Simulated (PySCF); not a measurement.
# Run report: CH₇OSi₂, geometry relaxation

System: CH₇OSi₂, multiplicity 2, SMILES C[Si](O)[SiH3].
Method: PBE0-D3(BJ)/def2-SVP geometry optimisation, gas phase (PySCF 2.14.0).

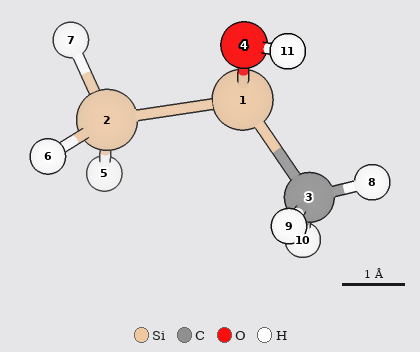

*The structure as given in the input (ball-and-stick view, seen at a tilt; atoms are numbered from 1 in the order of the input).*

### Key numbers

- outcome: converged
- total energy: −695.880687 hartree
- ⟨S²⟩: 0.752
- dipole moment: 2.14 D
- point group: C1
- hardware: 1 CPU thread, shared host
- wall time: 59 s
- peak memory: 0.51 GiB

### Input
```
{"job": {"xc": "PBE0", "basis": "def2-SVP", "d3": "d3bj", "grid": 2, "kind": "geom", "shake": 0.01}, "charge": 0, "multiplicity": 2}
Si    -0.065619    -0.542041     0.604804
Si     1.906059     0.094417    -0.341485
C     -1.682226    -0.365357    -0.491167
O     -0.278547     0.479173     1.892508
H      2.066118    -0.739920    -1.549293
H      2.208266     1.476473    -0.781991
H      2.996191    -0.252280     0.594525
H     -2.526057    -0.776582    -0.003547
H     -1.879414     0.687584    -0.684424
H     -1.538717    -0.881776    -1.418558
H     -1.173368     0.791808     2.188928
```

The first line tells a small driver script what to run in PySCF; the rest is the geometry in Å.

Launched with:
```bash
OMP_NUM_THREADS=1 python <driver script> task.json out
```

### The program's output
```
step   0  E = -695.87103991  max force = 0.041240
step   1  E = -695.87980064  max force = 0.014350
step   2  E = -695.88020830  max force = 0.002105
step   3  E = -695.88031019  max force = 0.001707
step   4  E = -695.88048462  max force = 0.001744
step   5  E = -695.88058404  max force = 0.001874
step   6  E = -695.88065735  max force = 0.000835
step   7  E = -695.88067969  max force = 0.000545
step   8  E = -695.88068661  max force = 0.000281
optimisation converged
```

### Trajectory as extended XYZ (Å, eV, eV/Å), 9 frames, from step=0 to step=8
```
11
Properties=species:S:1:pos:R:3:forces:R:3 step=0 energy=-18935.61549
Si   -0.0656   -0.5420    0.6048   -1.7829   0.1046  -0.5285
Si    1.9061    0.0944   -0.3415    0.6670  -0.0287  -0.3581
C    -1.6822   -0.3654   -0.4912    2.1207   0.4345   0.5939
O    -0.2786    0.4792    1.8925   -1.2194   0.9129   1.2443
H     2.0661   -0.7399   -1.5493    0.0699  -0.3202  -0.3353
H     2.2083    1.4765   -0.7820   -0.2515   0.4310  -0.0031
H     2.9962   -0.2523    0.5945    0.2249  -0.1537   0.2630
H    -2.5261   -0.7766   -0.0036   -1.2494  -0.7029   0.8233
H    -1.8794    0.6876   -0.6844    0.0101   0.4625  -0.1293
H    -1.5387   -0.8818   -1.4186    0.0536  -0.4623  -0.9940
H    -1.1734    0.7918    2.1889    1.3572  -0.6777  -0.5764
11
Properties=species:S:1:pos:R:3:forces:R:3 step=1 energy=-18935.85388
Si   -0.1230   -0.4974    0.6625   -0.1652   0.0286   0.1072
Si    1.8989    0.0389   -0.3615    0.1584  -0.0173   0.0064
C    -1.5965   -0.3265   -0.5079   -0.0333   0.0608   0.0897
O    -0.3129    0.5111    2.0006    0.7379  -0.2302  -0.3551
H     2.0596   -0.8205   -1.5767   -0.0400   0.0019  -0.0223
H     2.0090    1.4767   -0.7728    0.0045   0.0018  -0.0075
H     3.0168   -0.2852    0.5737    0.0566   0.0472   0.0120
H    -2.5095   -0.7294   -0.0440   -0.0711  -0.0015   0.0011
H    -1.7771    0.7336   -0.7556    0.0009  -0.0067  -0.0277
H    -1.4320   -0.8791   -1.4450    0.0581  -0.0163  -0.0040
H    -1.2005    0.7495    2.2372   -0.7068   0.1315   0.2003
11
Properties=species:S:1:pos:R:3:forces:R:3 step=2 energy=-18935.86497
Si   -0.1260   -0.4966    0.6629   -0.0842  -0.0145   0.0234
Si    1.9103    0.0367   -0.3595    0.0656  -0.0187   0.0164
C    -1.6022   -0.3219   -0.5040   -0.0187   0.0307   0.0320
O    -0.3150    0.5127    1.9947   -0.0744   0.0646  -0.0070
H     2.0571   -0.8266   -1.5745   -0.0174   0.0002  -0.0044
H     2.0149    1.4715   -0.7836    0.0001   0.0017  -0.0034
H     3.0410   -0.2713    0.5694   -0.0007   0.0279  -0.0076
H    -2.5229   -0.7171   -0.0451   -0.0027   0.0043  -0.0069
H    -1.7756    0.7365   -0.7632    0.0073  -0.0042  -0.0174
H    -1.4288   -0.8819   -1.4357    0.0170  -0.0113  -0.0037
H    -1.2199    0.7296    2.2489    0.1082  -0.0807  -0.0215
11
Properties=species:S:1:pos:R:3:forces:R:3 step=3 energy=-18935.86774
Si   -0.1298   -0.4938    0.6653   -0.0241  -0.0317  -0.0169
Si    1.9127    0.0356   -0.3582    0.0047  -0.0096   0.0113
C    -1.6033   -0.3174   -0.5043   -0.0027   0.0189  -0.0027
O    -0.3154    0.5182    1.9933   -0.0688   0.0790   0.0279
H     2.0521   -0.8349   -1.5692   -0.0028  -0.0013   0.0029
H     2.0121    1.4672   -0.7947   -0.0038  -0.0002  -0.0025
H     3.0491   -0.2572    0.5683   -0.0072   0.0098  -0.0037
H    -2.5297   -0.7036   -0.0486    0.0101   0.0051  -0.0055
H    -1.7682    0.7392   -0.7761    0.0066  -0.0028  -0.0077
H    -1.4251   -0.8869   -1.4299    0.0002  -0.0083   0.0021
H    -1.2216    0.7053    2.2645    0.0878  -0.0590  -0.0052
11
Properties=species:S:1:pos:R:3:forces:R:3 step=4 energy=-18935.87249
Si   -0.1397   -0.4843    0.6716    0.0631  -0.0275  -0.0592
Si    1.9103    0.0331   -0.3567   -0.0897   0.0138   0.0016
C    -1.6019   -0.3049   -0.5113    0.0326  -0.0128  -0.0592
O    -0.3146    0.5388    1.9911   -0.0207   0.0629   0.0382
H     2.0399   -0.8617   -1.5510    0.0246  -0.0045   0.0115
H     1.9934    1.4546   -0.8295   -0.0097  -0.0044  -0.0021
H     3.0563   -0.2179    0.5683   -0.0057  -0.0243   0.0072
H    -2.5429   -0.6622   -0.0626    0.0124   0.0061   0.0042
H    -1.7403    0.7456   -0.8187    0.0029   0.0021   0.0141
H    -1.4157   -0.9041   -1.4173   -0.0243  -0.0013   0.0100
H    -1.2120    0.6343    2.3264    0.0145  -0.0100   0.0339
11
Properties=species:S:1:pos:R:3:forces:R:3 step=5 energy=-18935.87520
Si   -0.1477   -0.4751    0.6744    0.0734  -0.0011  -0.0492
Si    1.9024    0.0325   -0.3567   -0.0964   0.0202  -0.0008
C    -1.5993   -0.2965   -0.5215    0.0381  -0.0340  -0.0633
O    -0.3136    0.5583    1.9883    0.0027   0.0270   0.0109
H     2.0364   -0.8839   -1.5340    0.0310  -0.0041   0.0103
H     1.9725    1.4449   -0.8581   -0.0086  -0.0049  -0.0027
H     3.0506   -0.1888    0.5724   -0.0034  -0.0317   0.0096
H    -2.5504   -0.6284   -0.0755    0.0066   0.0078   0.0100
H    -1.7161    0.7486   -0.8545    0.0002   0.0063   0.0202
H    -1.4130   -0.9201   -1.4112   -0.0266   0.0046   0.0095
H    -1.1891    0.5801    2.3868   -0.0170   0.0098   0.0454
11
Properties=species:S:1:pos:R:3:forces:R:3 step=6 energy=-18935.87719
Si   -0.1542   -0.4663    0.6730    0.0370   0.0178  -0.0109
Si    1.8919    0.0332   -0.3582   -0.0430   0.0147   0.0004
C    -1.5975   -0.2921   -0.5333    0.0180  -0.0326  -0.0301
O    -0.3125    0.5758    1.9832    0.0090  -0.0095  -0.0266
H     2.0436   -0.9017   -1.5184    0.0188  -0.0013   0.0042
H     1.9528    1.4376   -0.8820   -0.0024  -0.0029  -0.0032
H     3.0359   -0.1681    0.5812   -0.0016  -0.0193   0.0070
H    -2.5551   -0.6008   -0.0849   -0.0005   0.0073   0.0103
H    -1.6972    0.7491   -0.8834   -0.0016   0.0064   0.0128
H    -1.4180   -0.9349   -1.4103   -0.0141   0.0072   0.0047
H    -1.1569    0.5396    2.4432   -0.0198   0.0123   0.0313
11
Properties=species:S:1:pos:R:3:forces:R:3 step=7 energy=-18935.87780
Si   -0.1548   -0.4638    0.6686    0.0025   0.0095   0.0069
Si    1.8892    0.0341   -0.3599    0.0020   0.0072   0.0029
C    -1.5990   -0.2933   -0.5367   -0.0001  -0.0126  -0.0017
O    -0.3110    0.5810    1.9774    0.0032  -0.0125  -0.0280
H     2.0552   -0.9046   -1.5149    0.0037   0.0001   0.0000
H     1.9510    1.4371   -0.8871    0.0020  -0.0013  -0.0023
H     3.0266   -0.1672    0.5880   -0.0015  -0.0042   0.0032
H    -2.5557   -0.5958   -0.0821   -0.0018   0.0033   0.0057
H    -1.6968    0.7482   -0.8869   -0.0010   0.0025   0.0033
H    -1.4273   -0.9388   -1.4128   -0.0036   0.0033   0.0003
H    -1.1445    0.5346    2.4566   -0.0053   0.0048   0.0096
11
Properties=species:S:1:pos:R:3:forces:R:3 step=8 energy=-18935.87799
Si   -0.1542   -0.4636    0.6643   -0.0098   0.0001   0.0041
Si    1.8905    0.0347   -0.3607    0.0144   0.0014   0.0023
C    -1.6022   -0.2949   -0.5368   -0.0054  -0.0004   0.0078
O    -0.3096    0.5828    1.9715   -0.0016  -0.0036  -0.0115
H     2.0641   -0.9039   -1.5147   -0.0024   0.0002  -0.0014
H     1.9558    1.4377   -0.8871    0.0027  -0.0005  -0.0009
H     3.0229   -0.1697    0.5929   -0.0016   0.0025   0.0016
H    -2.5566   -0.5963   -0.0764   -0.0002   0.0000   0.0022
H    -1.7016    0.7472   -0.8845    0.0001  -0.0003  -0.0010
H    -1.4361   -0.9396   -1.4143    0.0001   0.0003  -0.0013
H    -1.1401    0.5371    2.4561    0.0038   0.0003  -0.0019
```

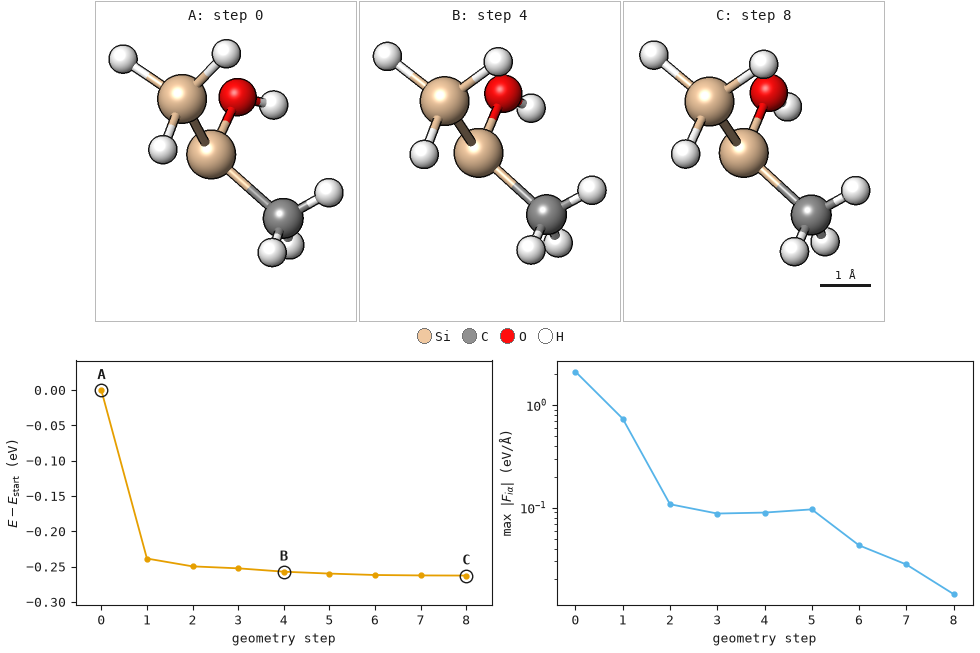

*Frames of the relaxation (ball-and-stick view, seen at a tilt) above the curves, on which the letters mark them (steps are counted from 0).*

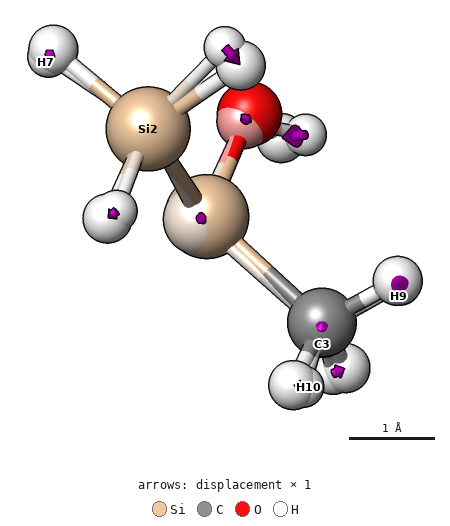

*Start (faint) and end (solid) with the displacements as pink arrows, at true length (ball-and-stick view, seen at a tilt). The two geometries are laid on each other by the best rigid fit.*

After 8 geometry steps the energy has fallen by 0.263 eV. Largest force component: 2.1 eV/Å at the start, 0.014 eV/Å at the end. H11 moves most after the best rigid fit: 0.39 Å. Largest moves by element: H 0.39 Å, O 0.13 Å, Si 0.13 Å, C 0.11 Å. Distances before and after: Si1–C3 1.961 → 1.889 Å, Si1–Si2 2.278 → 2.341 Å, C3–H8 1.058 → 1.102 Å, O4–H11 0.993 → 0.963 Å. Among the angles that change: Si1–Si2–H6 124.1° → 113.0°, Si1–O4–H11 122.8° → 116.2°, C3–Si1–O4 105.8° → 111.6°. (Atoms are counted from 1 in the order of the input.)
